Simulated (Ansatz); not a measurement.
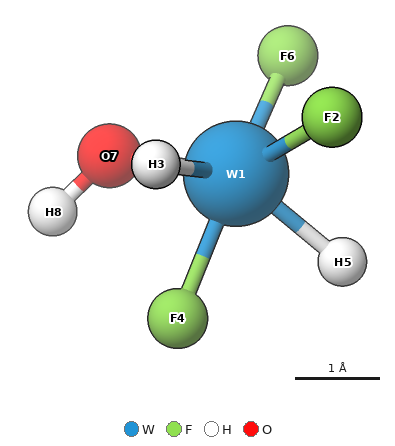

The starting structure (ball-and-stick view, seen at a tilt; atoms are numbered from 1 in the order of the input). Sticks mark near contacts. Bond lengths as drawn: F–W 1.85 to 1.88 Å, H–O 0.96 Å, H–W 1.68 to 1.69 Å and O–W 1.87 Å.

# Molecular dynamics, with input and output: WH₃OF₃ (part 1 of 4)

System: WH₃OF₃.
Method: RKS BHLYP-D4/def2-SVP (Ansatz 0.2.0).

It belongs to a series of runs on one base structure; here: dynamics from the start. Figures and captions count atoms from 1; the log counts them from 0 in places.

The program's output:
```
Engine: ansatz 0.2.0, aarch64-unknown-linux-gnu
Functional definition: BHLYP
  parameter a = 0.5
  exchange = (1 - a)*b88_x + a*exact_x
  correlation = lyp_c
1082 factors; integrals over basis functions are off by at most 1.7e-4 eV
mean field evaluation 1: about -12049.0322 eV, gradient 7.3e1 eV
mean field evaluation 2: about -12015.2060 eV, gradient 1.6e2 eV
mean field evaluation 4: about -12058.6585 eV, gradient 6.8e0 eV
mean field evaluation 8: about -12058.9049 eV, gradient 8.4e-1 eV
mean field evaluation 16: about -12058.9064 eV, gradient 2.6e-4 eV
mean field -12058.90644782 eV, -443.1566381370 hartree, gradient 2.5e-5 eV, S^2 0.000000; 0 other end points of the search recorded, 0 dependent functions left out
the calculation of the forces begins
reference -12058.90664905 eV, -443.1566455320 hartree; 26, 26 occupied and 77, 77 virtual orbitals, 1082 factors
md step     0: t =     0.00 fs  T =   100.0 K  F+E_penalty+E_count = -12059.10135278 eV  E_kin = 0.077556 eV  conserved = -12059.02379678 eV  (33 SCF iters)
these checks for a lower state are left out or cut short: starts, cluster_reference, orbital_swaps, neighbouring_geometries, increment
1082 factors; integrals over basis functions are off by at most 1.6e-4 eV
mean field -12058.90549171 eV, -443.1566030006 hartree, gradient 3.5e-5 eV, S^2 0.000000; 0 other end points of the search recorded, 0 dependent functions left out
the calculation of the forces begins
reference -12058.90569295 eV, -443.1566103960 hartree; 26, 26 occupied and 77, 77 virtual orbitals, 1082 factors
md step     1: t =     0.50 fs  T =    98.7 K  F+E_penalty+E_count = -12059.10031140 eV  E_kin = 0.076534 eV  conserved = -12059.02377775 eV  (39 SCF iters, 7 dispersion substeps)
[... from here on the SCF iterations and repeated set-up lines of each step are left out, up to the last step ...]
md step     2: t =     1.00 fs  T =    95.0 K  F+E_penalty+E_count = -12059.09738357 eV  E_kin = 0.073646 eV  conserved = -12059.02373790 eV  (40 SCF iters, 7 dispersion substeps)
md step     3: t =     1.50 fs  T =    89.6 K  F+E_penalty+E_count = -12059.09317546 eV  E_kin = 0.069485 eV  conserved = -12059.02369036 eV  (39 SCF iters, 7 dispersion substeps)
md step     4: t =     2.00 fs  T =    83.5 K  F+E_penalty+E_count = -12059.08841970 eV  E_kin = 0.064771 eV  conserved = -12059.02364904 eV  (39 SCF iters, 7 dispersion substeps)
md step     5: t =     2.50 fs  T =    77.5 K  F+E_penalty+E_count = -12059.08376204 eV  E_kin = 0.060140 eV  conserved = -12059.02362204 eV  (40 SCF iters, 7 dispersion substeps)
md step     6: t =     3.00 fs  T =    72.2 K  F+E_penalty+E_count = -12059.07963433 eV  E_kin = 0.056025 eV  conserved = -12059.02360924 eV  (39 SCF iters, 7 dispersion substeps)
md step     7: t =     3.50 fs  T =    67.9 K  F+E_penalty+E_count = -12059.07625250 eV  E_kin = 0.052648 eV  conserved = -12059.02360438 eV  (40 SCF iters, 7 dispersion substeps)
md step     8: t =     4.00 fs  T =    64.6 K  F+E_penalty+E_count = -12059.07370596 eV  E_kin = 0.050105 eV  conserved = -12059.02360112 eV  (39 SCF iters, 7 dispersion substeps)
md step     9: t =     4.50 fs  T =    62.5 K  F+E_penalty+E_count = -12059.07205455 eV  E_kin = 0.048458 eV  conserved = -12059.02359702 eV  (40 SCF iters, 7 dispersion substeps)
md step    10: t =     5.00 fs  T =    61.6 K  F+E_penalty+E_count = -12059.07136486 eV  E_kin = 0.047770 eV  conserved = -12059.02359508 eV  (39 SCF iters, 7 dispersion substeps)
md step    11: t =     5.50 fs  T =    62.0 K  F+E_penalty+E_count = -12059.07166491 eV  E_kin = 0.048064 eV  conserved = -12059.02360140 eV  (39 SCF iters, 7 dispersion substeps)
md step    12: t =     6.00 fs  T =    63.5 K  F+E_penalty+E_count = -12059.07285131 eV  E_kin = 0.049230 eV  conserved = -12059.02362114 eV  (40 SCF iters, 7 dispersion substeps)
md step    13: t =     6.50 fs  T =    65.7 K  F+E_penalty+E_count = -12059.07461004 eV  E_kin = 0.050955 eV  conserved = -12059.02365538 eV  (39 SCF iters, 7 dispersion substeps)
md step    14: t =     7.00 fs  T =    68.0 K  F+E_penalty+E_count = -12059.07640476 eV  E_kin = 0.052706 eV  conserved = -12059.02369870 eV  (40 SCF iters, 7 dispersion substeps)
md step    15: t =     7.50 fs  T =    69.4 K  F+E_penalty+E_count = -12059.07756147 eV  E_kin = 0.053821 eV  conserved = -12059.02374052 eV  (40 SCF iters, 7 dispersion substeps)
md step    16: t =     8.00 fs  T =    69.2 K  F+E_penalty+E_count = -12059.07743540 eV  E_kin = 0.053667 eV  conserved = -12059.02376811 eV  (35 SCF iters, 7 dispersion substeps)
md step    17: t =     8.50 fs  T =    66.8 K  F+E_penalty+E_count = -12059.07561058 eV  E_kin = 0.051839 eV  conserved = -12059.02377137 eV  (39 SCF iters, 7 dispersion substeps)
md step    18: t =     9.00 fs  T =    62.3 K  F+E_penalty+E_count = -12059.07205749 eV  E_kin = 0.048311 eV  conserved = -12059.02374685 eV  (39 SCF iters, 7 dispersion substeps)
md step    19: t =     9.50 fs  T =    56.1 K  F+E_penalty+E_count = -12059.06718030 eV  E_kin = 0.043480 eV  conserved = -12059.02370064 eV  (40 SCF iters, 7 dispersion substeps)
md step    20: t =    10.00 fs  T =    49.1 K  F+E_penalty+E_count = -12059.06172068 eV  E_kin = 0.038075 eV  conserved = -12059.02364577 eV  (40 SCF iters, 7 dispersion substeps)
md step    21: t =    10.50 fs  T =    42.5 K  F+E_penalty+E_count = -12059.05655253 eV  E_kin = 0.032955 eV  conserved = -12059.02359704 eV  (39 SCF iters, 7 dispersion substeps)
md step    22: t =    11.00 fs  T =    37.2 K  F+E_penalty+E_count = -12059.05245137 eV  E_kin = 0.028886 eV  conserved = -12059.02356494 eV  (39 SCF iters, 7 dispersion substeps)
md step    23: t =    11.50 fs  T =    34.0 K  F+E_penalty+E_count = -12059.04993062 eV  E_kin = 0.026378 eV  conserved = -12059.02355261 eV  (39 SCF iters, 7 dispersion substeps)
md step    24: t =    12.00 fs  T =    33.1 K  F+E_penalty+E_count = -12059.04919095 eV  E_kin = 0.025634 eV  conserved = -12059.02355714 eV  (39 SCF iters, 7 dispersion substeps)
md step    25: t =    12.50 fs  T =    34.3 K  F+E_penalty+E_count = -12059.05016417 eV  E_kin = 0.026591 eV  conserved = -12059.02357328 eV  (31 SCF iters, 7 dispersion substeps)
md step    26: t =    13.00 fs  T =    37.4 K  F+E_penalty+E_count = -12059.05259466 eV  E_kin = 0.028998 eV  conserved = -12059.02359677 eV  (39 SCF iters, 7 dispersion substeps)
md step    27: t =    13.50 fs  T =    41.9 K  F+E_penalty+E_count = -12059.05610697 eV  E_kin = 0.032482 eV  conserved = -12059.02362536 eV  (39 SCF iters, 7 dispersion substeps)
md step    28: t =    14.00 fs  T =    47.2 K  F+E_penalty+E_count = -12059.06024202 eV  E_kin = 0.036584 eV  conserved = -12059.02365785 eV  (40 SCF iters, 7 dispersion substeps)
md step    29: t =    14.50 fs  T =    52.6 K  F+E_penalty+E_count = -12059.06447610 eV  E_kin = 0.040784 eV  conserved = -12059.02369240 eV  (40 SCF iters, 7 dispersion substeps)
md step    30: t =    15.00 fs  T =    57.4 K  F+E_penalty+E_count = -12059.06824962 eV  E_kin = 0.044524 eV  conserved = -12059.02372532 eV  (40 SCF iters, 7 dispersion substeps)
md step    31: t =    15.50 fs  T =    61.0 K  F+E_penalty+E_count = -12059.07102672 eV  E_kin = 0.047276 eV  conserved = -12059.02375073 eV  (40 SCF iters, 7 dispersion substeps)
md step    32: t =    16.00 fs  T =    62.7 K  F+E_penalty+E_count = -12059.07238944 eV  E_kin = 0.048628 eV  conserved = -12059.02376187 eV  (40 SCF iters, 7 dispersion substeps)
md step    33: t =    16.50 fs  T =    62.4 K  F+E_penalty+E_count = -12059.07214754 eV  E_kin = 0.048394 eV  conserved = -12059.02375321 eV  (40 SCF iters, 7 dispersion substeps)
md step    34: t =    17.00 fs  T =    60.2 K  F+E_penalty+E_count = -12059.07042573 eV  E_kin = 0.046702 eV  conserved = -12059.02372342 eV  (35 SCF iters, 7 dispersion substeps)
md step    35: t =    17.50 fs  T =    56.7 K  F+E_penalty+E_count = -12059.06768147 eV  E_kin = 0.044003 eV  conserved = -12059.02367801 eV  (40 SCF iters, 7 dispersion substeps)
md step    36: t =    18.00 fs  T =    52.9 K  F+E_penalty+E_count = -12059.06461898 eV  E_kin = 0.040991 eV  conserved = -12059.02362844 eV  (41 SCF iters, 7 dispersion substeps)
md step    37: t =    18.50 fs  T =    49.5 K  F+E_penalty+E_count = -12059.06201034 eV  E_kin = 0.038422 eV  conserved = -12059.02358837 eV  (40 SCF iters, 7 dispersion substeps)
md step    38: t =    19.00 fs  T =    47.6 K  F+E_penalty+E_count = -12059.06048347 eV  E_kin = 0.036916 eV  conserved = -12059.02356767 eV  (40 SCF iters, 7 dispersion substeps)
md step    39: t =    19.50 fs  T =    47.4 K  F+E_penalty+E_count = -12059.06036708 eV  E_kin = 0.036799 eV  conserved = -12059.02356843 eV  (40 SCF iters, 7 dispersion substeps)
md step    40: t =    20.00 fs  T =    49.1 K  F+E_penalty+E_count = -12059.06165708 eV  E_kin = 0.038072 eV  conserved = -12059.02358481 eV  (39 SCF iters, 7 dispersion substeps)
md step    41: t =    20.50 fs  T =    52.2 K  F+E_penalty+E_count = -12059.06410410 eV  E_kin = 0.040497 eV  conserved = -12059.02360747 eV  (39 SCF iters, 7 dispersion substeps)
md step    42: t =    21.00 fs  T =    56.4 K  F+E_penalty+E_count = -12059.06735659 eV  E_kin = 0.043728 eV  conserved = -12059.02362904 eV  (39 SCF iters, 7 dispersion substeps)
md step    43: t =    21.50 fs  T =    61.2 K  F+E_penalty+E_count = -12059.07107518 eV  E_kin = 0.047428 eV  conserved = -12059.02364744 eV  (39 SCF iters, 7 dispersion substeps)
md step    44: t =    22.00 fs  T =    66.1 K  F+E_penalty+E_count = -12059.07496774 eV  E_kin = 0.051302 eV  conserved = -12059.02366530 eV  (39 SCF iters, 7 dispersion substeps)
md step    45: t =    22.50 fs  T =    71.0 K  F+E_penalty+E_count = -12059.07875135 eV  E_kin = 0.055065 eV  conserved = -12059.02368677 eV  (39 SCF iters, 7 dispersion substeps)
md step    46: t =    23.00 fs  T =    75.3 K  F+E_penalty+E_count = -12059.08208994 eV  E_kin = 0.058376 eV  conserved = -12059.02371373 eV  (39 SCF iters, 7 dispersion substeps)
md step    47: t =    23.50 fs  T =    78.4 K  F+E_penalty+E_count = -12059.08456655 eV  E_kin = 0.060823 eV  conserved = -12059.02374308 eV  (39 SCF iters, 7 dispersion substeps)
md step    48: t =    24.00 fs  T =    79.9 K  F+E_penalty+E_count = -12059.08573064 eV  E_kin = 0.061964 eV  conserved = -12059.02376708 eV  (39 SCF iters, 7 dispersion substeps)
md step    49: t =    24.50 fs  T =    79.2 K  F+E_penalty+E_count = -12059.08522099 eV  E_kin = 0.061446 eV  conserved = -12059.02377536 eV  (39 SCF iters, 7 dispersion substeps)
md step    50: t =    25.00 fs  T =    76.3 K  F+E_penalty+E_count = -12059.08292654 eV  E_kin = 0.059167 eV  conserved = -12059.02375941 eV  (39 SCF iters, 7 dispersion substeps)
md step    51: t =    25.50 fs  T =    71.4 K  F+E_penalty+E_count = -12059.07911461 eV  E_kin = 0.055397 eV  conserved = -12059.02371773 eV  (39 SCF iters, 7 dispersion substeps)
md step    52: t =    26.00 fs  T =    65.5 K  F+E_penalty+E_count = -12059.07445033 eV  E_kin = 0.050792 eV  conserved = -12059.02365855 eV  (34 SCF iters, 7 dispersion substeps)
md step    53: t =    26.50 fs  T =    59.7 K  F+E_penalty+E_count = -12059.06986513 eV  E_kin = 0.046267 eV  conserved = -12059.02359850 eV  (38 SCF iters, 7 dispersion substeps)
md step    54: t =    27.00 fs  T =    55.1 K  F+E_penalty+E_count = -12059.06629896 eV  E_kin = 0.042743 eV  conserved = -12059.02355633 eV  (37 SCF iters, 7 dispersion substeps)
md step    55: t =    27.50 fs  T =    52.7 K  F+E_penalty+E_count = -12059.06441227 eV  E_kin = 0.040868 eV  conserved = -12059.02354454 eV  (37 SCF iters, 7 dispersion substeps)
md step    56: t =    28.00 fs  T =    52.6 K  F+E_penalty+E_count = -12059.06439278 eV  E_kin = 0.040828 eV  conserved = -12059.02356429 eV  (37 SCF iters, 7 dispersion substeps)
md step    57: t =    28.50 fs  T =    54.6 K  F+E_penalty+E_count = -12059.06593790 eV  E_kin = 0.042332 eV  conserved = -12059.02360565 eV  (38 SCF iters, 7 dispersion substeps)
md step    58: t =    29.00 fs  T =    57.7 K  F+E_penalty+E_count = -12059.06840556 eV  E_kin = 0.044752 eV  conserved = -12059.02365352 eV  (38 SCF iters, 7 dispersion substeps)
md step    59: t =    29.50 fs  T =    61.1 K  F+E_penalty+E_count = -12059.07104602 eV  E_kin = 0.047351 eV  conserved = -12059.02369465 eV  (38 SCF iters, 7 dispersion substeps)
md step    60: t =    30.00 fs  T =    63.8 K  F+E_penalty+E_count = -12059.07320687 eV  E_kin = 0.049485 eV  conserved = -12059.02372209 eV  (37 SCF iters, 7 dispersion substeps)
md step    61: t =    30.50 fs  T =    65.4 K  F+E_penalty+E_count = -12059.07444230 eV  E_kin = 0.050707 eV  conserved = -12059.02373568 eV  (38 SCF iters, 7 dispersion substeps)
md step    62: t =    31.00 fs  T =    65.5 K  F+E_penalty+E_count = -12059.07451900 eV  E_kin = 0.050780 eV  conserved = -12059.02373921 eV  (38 SCF iters, 7 dispersion substeps)
md step    63: t =    31.50 fs  T =    64.0 K  F+E_penalty+E_count = -12059.07335980 eV  E_kin = 0.049623 eV  conserved = -12059.02373687 eV  (38 SCF iters, 7 dispersion substeps)
md step    64: t =    32.00 fs  T =    60.9 K  F+E_penalty+E_count = -12059.07098148 eV  E_kin = 0.047251 eV  conserved = -12059.02373044 eV  (38 SCF iters, 7 dispersion substeps)
md step    65: t =    32.50 fs  T =    56.4 K  F+E_penalty+E_count = -12059.06747091 eV  E_kin = 0.043753 eV  conserved = -12059.02371834 eV  (38 SCF iters, 7 dispersion substeps)
md step    66: t =    33.00 fs  T =    50.7 K  F+E_penalty+E_count = -12059.06301184 eV  E_kin = 0.039315 eV  conserved = -12059.02369686 eV  (38 SCF iters, 7 dispersion substeps)
md step    67: t =    33.50 fs  T =    44.2 K  F+E_penalty+E_count = -12059.05793971 eV  E_kin = 0.034276 eV  conserved = -12059.02366403 eV  (38 SCF iters, 7 dispersion substeps)
md step    68: t =    34.00 fs  T =    37.6 K  F+E_penalty+E_count = -12059.05277146 eV  E_kin = 0.029149 eV  conserved = -12059.02362247 eV  (38 SCF iters, 7 dispersion substeps)
md step    69: t =    34.50 fs  T =    31.7 K  F+E_penalty+E_count = -12059.04816092 eV  E_kin = 0.024580 eV  conserved = -12059.02358077 eV  (38 SCF iters, 7 dispersion substeps)
md step    70: t =    35.00 fs  T =    27.3 K  F+E_penalty+E_count = -12059.04476196 eV  E_kin = 0.021211 eV  conserved = -12059.02355097 eV  (33 SCF iters, 7 dispersion substeps)
md step    71: t =    35.50 fs  T =    25.1 K  F+E_penalty+E_count = -12059.04304098 eV  E_kin = 0.019498 eV  conserved = -12059.02354286 eV  (38 SCF iters, 7 dispersion substeps)
md step    72: t =    36.00 fs  T =    25.2 K  F+E_penalty+E_count = -12059.04312542 eV  E_kin = 0.019567 eV  conserved = -12059.02355869 eV  (40 SCF iters, 7 dispersion substeps)
md step    73: t =    36.50 fs  T =    27.3 K  F+E_penalty+E_count = -12059.04476893 eV  E_kin = 0.021177 eV  conserved = -12059.02359187 eV  (38 SCF iters, 7 dispersion substeps)
md step    74: t =    37.00 fs  T =    30.7 K  F+E_penalty+E_count = -12059.04745249 eV  E_kin = 0.023822 eV  conserved = -12059.02363077 eV  (38 SCF iters, 7 dispersion substeps)
md step    75: t =    37.50 fs  T =    34.7 K  F+E_penalty+E_count = -12059.05056483 eV  E_kin = 0.026900 eV  conserved = -12059.02366474 eV  (38 SCF iters, 7 dispersion substeps)
md step    76: t =    38.00 fs  T =    38.5 K  F+E_penalty+E_count = -12059.05356949 eV  E_kin = 0.029881 eV  conserved = -12059.02368856 eV  (38 SCF iters, 7 dispersion substeps)
md step    77: t =    38.50 fs  T =    41.8 K  F+E_penalty+E_count = -12059.05609008 eV  E_kin = 0.032387 eV  conserved = -12059.02370292 eV  (38 SCF iters, 7 dispersion substeps)
md step    78: t =    39.00 fs  T =    44.1 K  F+E_penalty+E_count = -12059.05790330 eV  E_kin = 0.034192 eV  conserved = -12059.02371158 eV  (38 SCF iters, 7 dispersion substeps)
md step    79: t =    39.50 fs  T =    45.3 K  F+E_penalty+E_count = -12059.05888151 eV  E_kin = 0.035164 eV  conserved = -12059.02371797 eV  (38 SCF iters, 7 dispersion substeps)
md step    80: t =    40.00 fs  T =    45.4 K  F+E_penalty+E_count = -12059.05894151 eV  E_kin = 0.035220 eV  conserved = -12059.02372186 eV  (38 SCF iters, 7 dispersion substeps)
md step    81: t =    40.50 fs  T =    44.3 K  F+E_penalty+E_count = -12059.05804516 eV  E_kin = 0.034326 eV  conserved = -12059.02371930 eV  (37 SCF iters, 7 dispersion substeps)
md step    82: t =    41.00 fs  T =    42.0 K  F+E_penalty+E_count = -12059.05625776 eV  E_kin = 0.032553 eV  conserved = -12059.02370461 eV  (38 SCF iters, 7 dispersion substeps)
md step    83: t =    41.50 fs  T =    38.9 K  F+E_penalty+E_count = -12059.05383384 eV  E_kin = 0.030160 eV  conserved = -12059.02367393 eV  (38 SCF iters, 7 dispersion substeps)
md step    84: t =    42.00 fs  T =    35.6 K  F+E_penalty+E_count = -12059.05127239 eV  E_kin = 0.027643 eV  conserved = -12059.02362949 eV  (38 SCF iters, 7 dispersion substeps)
md step    85: t =    42.50 fs  T =    33.1 K  F+E_penalty+E_count = -12059.04928017 eV  E_kin = 0.025699 eV  conserved = -12059.02358114 eV  (38 SCF iters, 7 dispersion substeps)
md step    86: t =    43.00 fs  T =    32.3 K  F+E_penalty+E_count = -12059.04861628 eV  E_kin = 0.025072 eV  conserved = -12059.02354440 eV  (38 SCF iters, 7 dispersion substeps)
md step    87: t =    43.50 fs  T =    33.9 K  F+E_penalty+E_count = -12059.04985211 eV  E_kin = 0.026318 eV  conserved = -12059.02353409 eV  (38 SCF iters, 7 dispersion substeps)
md step    88: t =    44.00 fs  T =    38.1 K  F+E_penalty+E_count = -12059.05314400 eV  E_kin = 0.029587 eV  conserved = -12059.02355700 eV  (33 SCF iters, 7 dispersion substeps)
md step    89: t =    44.50 fs  T =    44.5 K  F+E_penalty+E_count = -12059.05813156 eV  E_kin = 0.034524 eV  conserved = -12059.02360742 eV  (38 SCF iters, 7 dispersion substeps)
```
